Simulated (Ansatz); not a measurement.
# C3H2O2: molecular dynamics (part 3 of 3)

C3H2O2; UKS PBE0-D4/def2-SVP (Ansatz 0.2.0). It belongs to a series of runs on one base structure; here: dynamics from the highest image of the converged band.

Geometry of the input (Å):
```
C  -0.9252  -0.1030  1.9924
C  -0.4443  -0.1696  0.8249
C  0.0416  -0.3803  -0.5352
O  -0.2139  -1.3650  -1.1671
O  0.7824  0.6431  -0.9556
H  -0.2485  0.8710  1.6547
H  1.0691  0.4357  -1.8598
```

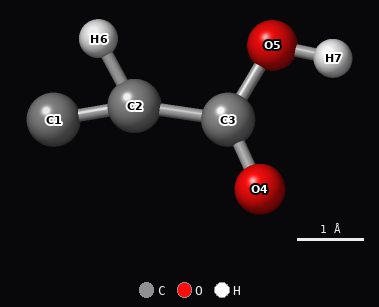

**Figure 1.** The geometry at step 119 of the log (ball-and-stick view, seen on its broad side; atoms are numbered from 1 in the order of the input).

**Trajectory as extended XYZ, continued**
```
7
Properties=species:S:1:pos:R:3:forces:R:3 step=30 time_fs=15.0 energy=-7220.18636 temperature=50.8
C    -0.9577   -0.1148    1.9649    0.0683   0.1887   0.1523
C    -0.3918   -0.1803    0.8344    0.0620   0.3693   0.0637
C     0.0734   -0.3797   -0.5349   -0.8390  -0.5436   0.4343
O    -0.2451   -1.3658   -1.1451    0.5234   0.4590  -0.1384
O     0.7797    0.6559   -0.9575    0.1586  -0.0235  -0.0781
H    -0.2892    0.9074    1.5565   -0.1165  -0.4623  -0.0362
H     1.0308    0.4705   -1.8694    0.1431   0.0123  -0.3976
7
Properties=species:S:1:pos:R:3:forces:R:3 step=37 time_fs=18.5 energy=-7220.18236 temperature=44.6
C    -0.9676   -0.1180    1.9650    0.2330   0.1420  -0.1497
C    -0.3798   -0.1798    0.8390   -0.1433   0.4309   0.3273
C     0.0728   -0.3796   -0.5386   -0.7138  -0.2310   0.9330
O    -0.2460   -1.3631   -1.1422    0.3972   0.1237  -0.4291
O     0.7804    0.6560   -0.9582    0.2893  -0.2068  -0.8435
H    -0.2834    0.9065    1.5279   -0.1018  -0.4747  -0.0477
H     1.0112    0.4580   -1.8870    0.0394   0.2160   0.2096
7
Properties=species:S:1:pos:R:3:forces:R:3 step=44 time_fs=22.0 energy=-7220.19297 temperature=61.0
C    -0.9755   -0.1202    1.9639    0.0473  -0.2935  -0.0936
C    -0.3693   -0.1756    0.8464   -0.4145  -0.1593   0.1901
C     0.0656   -0.3817   -0.5338   -0.1578   0.2912   0.6964
O    -0.2441   -1.3594   -1.1423    0.1811  -0.1791  -0.4825
O     0.7828    0.6547   -0.9642   -0.0075  -0.2727  -0.3374
H    -0.2858    0.8610    1.4951    0.2631   0.5162   0.0735
H     0.9987    0.4669   -1.8919    0.0882   0.0972  -0.0465
7
Properties=species:S:1:pos:R:3:forces:R:3 step=52 time_fs=26.0 energy=-7220.20261 temperature=75.7
C    -0.9839   -0.1256    1.9619   -0.0648  -0.1293   0.2750
C    -0.3618   -0.1722    0.8569   -0.2423   0.0053  -0.1266
C     0.0556   -0.3811   -0.5209    0.3774   0.1941  -0.3274
O    -0.2402   -1.3565   -1.1464    0.0448  -0.0168  -0.1022
O     0.7854    0.6509   -0.9736   -0.2468  -0.2008   0.2117
H    -0.2562    0.8699    1.4680    0.1423   0.2605   0.1042
H     0.9958    0.4884   -1.9054   -0.0106  -0.1130  -0.0347
7
Properties=species:S:1:pos:R:3:forces:R:3 step=59 time_fs=29.5 energy=-7220.18139 temperature=43.2
C    -0.9919   -0.1317    1.9628   -0.0317   0.1660   0.4637
C    -0.3578   -0.1689    0.8650    0.0470   0.6833  -0.1749
C     0.0505   -0.3786   -0.5124    0.5553  -0.1668  -1.0018
O    -0.2363   -1.3542   -1.1509   -0.0202   0.2059   0.2464
O     0.7859    0.6460   -0.9805   -0.2257  -0.0671   0.1874
H    -0.2127    0.9085    1.4558   -0.1778  -0.6368  -0.0359
H     0.9929    0.4947   -1.9213   -0.1468  -0.1845   0.3151
7
Properties=species:S:1:pos:R:3:forces:R:3 step=67 time_fs=33.5 energy=-7220.19716 temperature=67.4
C    -1.0013   -0.1373    1.9689    0.0604  -0.0248   0.1638
C    -0.3532   -0.1580    0.8722   -0.1771   0.2194  -0.2382
C     0.0510   -0.3774   -0.5138    0.4706  -0.1090  -0.6104
O    -0.2322   -1.3500   -1.1540   -0.1369   0.0061   0.2072
O     0.7842    0.6400   -0.9856   -0.2523   0.1770   0.6660
H    -0.1826    0.8788    1.4400    0.0002  -0.0561   0.1013
H     0.9744    0.4744   -1.9152    0.0350  -0.2127  -0.2896
7
Properties=species:S:1:pos:R:3:forces:R:3 step=74 time_fs=37.0 energy=-7220.18764 temperature=52.9
C    -1.0088   -0.1423    1.9760    0.2394  -0.1901  -0.3007
C    -0.3511   -0.1462    0.8759   -0.5322  -0.4899  -0.2733
C     0.0563   -0.3774   -0.5212    0.1757   0.1477   0.3465
O    -0.2296   -1.3462   -1.1553   -0.2332  -0.4008  -0.0767
O     0.7811    0.6360   -0.9861    0.0992   0.1464  -0.4145
H    -0.1567    0.8440    1.4392    0.2513   0.6869   0.3163
H     0.9589    0.4339   -1.9275   -0.0002   0.0998   0.4024
7
Properties=species:S:1:pos:R:3:forces:R:3 step=81 time_fs=40.5 energy=-7220.18891 temperature=54.6
C    -1.0140   -0.1488    1.9803    0.4478   0.0226  -0.4908
C    -0.3536   -0.1378    0.8774   -0.2899   0.1757   0.0527
C     0.0633   -0.3763   -0.5255   -0.2775   0.0124   0.9314
O    -0.2287   -1.3452   -1.1569   -0.1797  -0.4104  -0.1034
O     0.7784    0.6332   -0.9885    0.1747   0.3540  -0.0539
H    -0.1084    0.8693    1.4687   -0.1029  -0.2776  -0.0245
H     0.9470    0.4013   -1.9111    0.2275   0.1233  -0.3114
7
Properties=species:S:1:pos:R:3:forces:R:3 step=89 time_fs=44.5 energy=-7220.18552 temperature=49.5
C    -1.0149   -0.1560    1.9799    0.2980   0.1013  -0.1885
C    -0.3597   -0.1265    0.8791    0.0713   0.2761  -0.1849
C     0.0678   -0.3753   -0.5203   -0.5558  -0.3687   0.4712
O    -0.2291   -1.3473   -1.1593   -0.0021   0.0750   0.3401
O     0.7771    0.6329   -0.9926    0.3410   0.2254  -0.4593
H    -0.0671    0.8638    1.5001   -0.2493  -0.5445  -0.1657
H     0.9611    0.3839   -1.9188    0.0969   0.2355   0.1872
7
Properties=species:S:1:pos:R:3:forces:R:3 step=96 time_fs=48.0 energy=-7220.19299 temperature=61.0
C    -1.0125   -0.1615    1.9774   -0.0280  -0.1020   0.0984
C    -0.3648   -0.1146    0.8786   -0.0966  -0.6355  -0.7351
C     0.0664   -0.3778   -0.5107   -0.3344  -0.2155  -0.3848
O    -0.2296   -1.3488   -1.1589    0.0500   0.3008   0.6873
O     0.7783    0.6346   -0.9987    0.1631   0.1068   0.0998
H    -0.0560    0.8032    1.5120    0.2195   0.4879   0.1945
H     0.9881    0.3939   -1.9165    0.0263   0.0576   0.0397
7
Properties=species:S:1:pos:R:3:forces:R:3 step=104 time_fs=52.0 energy=-7220.19404 temperature=62.5
C    -1.0098   -0.1687    1.9754    0.0510  -0.0133   0.0197
C    -0.3717   -0.1074    0.8703   -0.0886  -0.3719  -0.1519
C     0.0612   -0.3824   -0.5045    0.1821   0.5125  -0.9416
O    -0.2298   -1.3483   -1.1525   -0.0887  -0.0884   0.5429
O     0.7810    0.6374   -1.0044   -0.0614  -0.0467   0.6267
H    -0.0188    0.7876    1.5467    0.0530   0.1352  -0.0220
H     1.0239    0.4113   -1.9135   -0.0474  -0.1273  -0.0738
7
Properties=species:S:1:pos:R:3:forces:R:3 step=111 time_fs=55.5 energy=-7220.18108 temperature=42.8
C    -1.0069   -0.1751    1.9739    0.2487   0.1642  -0.1102
C    -0.3786   -0.1051    0.8610    0.1079   0.1973   0.4863
C     0.0582   -0.3816   -0.5083    0.3813   0.9756  -0.6974
O    -0.2307   -1.3485   -1.1427   -0.2038  -0.5396   0.1276
O     0.7832    0.6397   -1.0050    0.0286  -0.1891   0.2326
H     0.0203    0.7934    1.5758   -0.3705  -0.5487  -0.3695
H     1.0490    0.4132   -1.9165   -0.1921  -0.0597   0.3306
7
Properties=species:S:1:pos:R:3:forces:R:3 step=119 time_fs=59.5 energy=-7220.20725 temperature=82.9
C    -1.0010   -0.1809    1.9711    0.0295  -0.0052   0.0091
C    -0.3856   -0.1014    0.8550   -0.0509  -0.3165  -0.1271
C     0.0586   -0.3698   -0.5202   -0.0174   0.4640   0.0147
O    -0.2334   -1.3531   -1.1303   -0.0642  -0.2888  -0.0635
O     0.7856    0.6409   -1.0025   -0.0073   0.0609   0.4877
H     0.0228    0.7400    1.5656    0.0499   0.2035   0.0307
H     1.0579    0.4033   -1.8950    0.0603  -0.1179  -0.3517
7
Properties=species:S:1:pos:R:3:forces:R:3 step=126 time_fs=63.0 energy=-7220.19226 temperature=60.0
C    -0.9954   -0.1859    1.9687   -0.0987  -0.0852   0.1142
C    -0.3920   -0.1009    0.8488   -0.1098  -0.5052  -0.5466
C     0.0589   -0.3548   -0.5309   -0.5646  -0.5934   0.4746
O    -0.2362   -1.3592   -1.1198    0.1783   0.3603  -0.0313
O     0.7880    0.6422   -0.9976    0.4234   0.0701  -0.6317
H     0.0266    0.7106    1.5570    0.2683   0.5855   0.2964
H     1.0667    0.3844   -1.9000   -0.0969   0.1679   0.3243
7
Properties=species:S:1:pos:R:3:forces:R:3 step=133 time_fs=66.5 energy=-7220.18623 temperature=50.6
C    -0.9904   -0.1914    1.9672    0.1461   0.1162  -0.0058
C    -0.3992   -0.1044    0.8384    0.2143   0.3273   0.2012
C     0.0540   -0.3450   -0.5372   -0.6377  -1.0161   0.6575
O    -0.2378   -1.3630   -1.1096    0.2532   0.5954  -0.1703
O     0.7931    0.6442   -0.9962    0.2286   0.2097  -0.2312
H     0.0521    0.7352    1.5745   -0.3409  -0.2928  -0.1688
H     1.0695    0.3803   -1.8839    0.1365   0.0602  -0.2825
7
Properties=species:S:1:pos:R:3:forces:R:3 step=141 time_fs=70.5 energy=-7220.19025 temperature=56.7
C    -0.9830   -0.1965    1.9653    0.1850   0.1164  -0.1104
C    -0.4053   -0.1051    0.8289   -0.0160   0.3656   0.6097
C     0.0418   -0.3448   -0.5370    0.1160  -0.2329   0.4319
O    -0.2376   -1.3626   -1.0998    0.0434   0.0908  -0.5296
O     0.8009    0.6477   -0.9972   -0.0112  -0.2194  -0.3858
H     0.0392    0.7311    1.5753   -0.2909  -0.2259  -0.1563
H     1.0868    0.3866   -1.8915   -0.0262   0.1055   0.1404
7
Properties=species:S:1:pos:R:3:forces:R:3 step=148 time_fs=74.0 energy=-7220.17683 temperature=36.1
C    -0.9749   -0.1998    1.9628   -0.1357  -0.0946   0.1633
C    -0.4109   -0.1023    0.8260   -0.3729  -0.2572   0.0826
C     0.0320   -0.3474   -0.5322    0.8021   0.4832   0.0066
O    -0.2370   -1.3613   -1.0952   -0.1384  -0.3039  -0.6708
O     0.8075    0.6495   -1.0004   -0.3753  -0.4232   0.0544
H    -0.0045    0.7055    1.5601    0.2865   0.6266   0.2829
H     1.1024    0.4019   -1.8927   -0.0663  -0.0309   0.0811
7
Properties=species:S:1:pos:R:3:forces:R:3 step=156 time_fs=78.0 energy=-7220.18418 temperature=47.3
C    -0.9671   -0.2045    1.9624   -0.2280   0.0228   0.6007
C    -0.4207   -0.1010    0.8242    0.0932   0.2196  -0.0005
C     0.0299   -0.3456   -0.5270    0.8786   0.2230  -0.5542
O    -0.2374   -1.3620   -1.0956   -0.0825  -0.0089  -0.4064
O     0.8116    0.6480   -1.0031   -0.5375  -0.3265   0.5041
H    -0.0259    0.7474    1.5730   -0.0747   0.0554  -0.0202
H     1.1135    0.4126   -1.8906   -0.0490  -0.1853  -0.1235
7
Properties=species:S:1:pos:R:3:forces:R:3 step=163 time_fs=81.5 energy=-7220.18416 temperature=47.5
C    -0.9625   -0.2083    1.9677   -0.0767   0.2021   0.5192
C    -0.4288   -0.0981    0.8227    0.3586   0.5798   0.1901
C     0.0369   -0.3417   -0.5277    0.3767  -0.4178  -0.5800
O    -0.2384   -1.3627   -1.0993    0.0960   0.4369  -0.1202
O     0.8113    0.6441   -1.0021   -0.1637  -0.2273  -0.0681
H    -0.0497    0.7968    1.5856   -0.3926  -0.5240  -0.2756
H     1.1155    0.4017   -1.8981   -0.1983  -0.0498   0.3347
7
Properties=species:S:1:pos:R:3:forces:R:3 step=170 time_fs=85.0 energy=-7220.20766 temperature=83.6
C    -0.9587   -0.2105    1.9778   -0.0016   0.0685  -0.0078
C    -0.4339   -0.0903    0.8229    0.0158  -0.0528   0.1667
C     0.0476   -0.3416   -0.5336   -0.2700  -0.5855   0.0894
O    -0.2387   -1.3604   -1.1041    0.2017   0.4382  -0.1070
O     0.8095    0.6387   -1.0007   -0.0593   0.1476   0.2654
H    -0.1122    0.7972    1.5710   -0.0029   0.0871  -0.0286
H     1.1004    0.3821   -1.8820    0.1164  -0.1031  -0.3781
7
Properties=species:S:1:pos:R:3:forces:R:3 step=178 time_fs=89.0 energy=-7220.19356 temperature=62.0
C    -0.9545   -0.2122    1.9891    0.0634  -0.0330  -0.4217
C    -0.4396   -0.0824    0.8250   -0.1838  -0.6240   0.1161
C     0.0565   -0.3476   -0.5386   -0.6534  -0.0554   0.8974
O    -0.2373   -1.3545   -1.1107    0.1260  -0.1476  -0.3447
O     0.8075    0.6334   -0.9985    0.4312   0.0509  -0.6883
H    -0.1825    0.8152    1.5518    0.2576   0.5769   0.1385
H     1.0915    0.3527   -1.8925   -0.0410   0.2321   0.3027
7
Properties=species:S:1:pos:R:3:forces:R:3 step=185 time_fs=92.5 energy=-7220.20029 temperature=72.3
C    -0.9501   -0.2138    1.9951    0.1281   0.2279  -0.2687
C    -0.4460   -0.0809    0.8282    0.2021   0.0073   0.2110
C     0.0579   -0.3538   -0.5345   -0.6107   0.3434   0.8511
O    -0.2351   -1.3501   -1.1191    0.0409  -0.4519  -0.3308
O     0.8085    0.6295   -1.0004    0.2166   0.1671  -0.0140
H    -0.2183    0.8874    1.5467   -0.1079  -0.3689  -0.2172
H     1.0844    0.3485   -1.8838    0.1309   0.0750  -0.2314
7
Properties=species:S:1:pos:R:3:forces:R:3 step=193 time_fs=96.5 energy=-7220.20312 temperature=76.6
C    -0.9439   -0.2130    1.9992   -0.0730   0.2037   0.1723
C    -0.4510   -0.0795    0.8337    0.3827   0.1201  -0.1729
C     0.0525   -0.3574   -0.5210   -0.2729   0.1797  -0.2705
O    -0.2322   -1.3487   -1.1310    0.0432  -0.0862   0.2163
O     0.8116    0.6263   -1.0030    0.0765   0.0280   0.1427
H    -0.2708    0.9245    1.5134   -0.0927  -0.4729  -0.2199
H     1.0900    0.3555   -1.8954   -0.0638   0.0276   0.1321
7
Properties=species:S:1:pos:R:3:forces:R:3 step=200 time_fs=100.0 energy=-7220.18984 temperature=56.2
C    -0.9391   -0.2104    2.0042   -0.2123  -0.0844   0.2381
C    -0.4516   -0.0777    0.8370    0.1441  -0.5984  -0.4496
C     0.0447   -0.3585   -0.5113    0.0991  -0.0298  -1.1888
O    -0.2292   -1.3482   -1.1401    0.0200   0.2524   0.6528
O     0.8149    0.6239   -1.0038   -0.1392  -0.0042   0.4733
H    -0.3262    0.9078    1.4596    0.2083   0.5391   0.1187
H     1.0909    0.3633   -1.8992   -0.1200  -0.0747   0.1556
```

**Key numbers**

```json
{"quantity": "outcome", "value": "finished"}
{"quantity": "mean temperature over the second half", "value": "60 K"}
{"quantity": "trajectory", "value": "200 steps, 100 fs"}
{"quantity": "ensemble", "value": "nve"}
{"quantity": "temperature in the input", "value": "100.0 K"}
{"quantity": "time step", "value": "0.5 fs"}
{"quantity": "potential energy (last step)", "value": "−7220.1899 eV"}
{"quantity": "mean-field energy (last step)", "value": "−7220.0924 eV"}
{"quantity": "largest force (length of the vector) (last step)", "value": "1.193 eV/Å"}
{"quantity": "wall time", "value": "2.4 min (CPU time 4.7 min)"}
{"quantity": "peak memory", "value": "0.21 GiB"}
```

**Remarks**

So short a trajectory is not equilibrated.
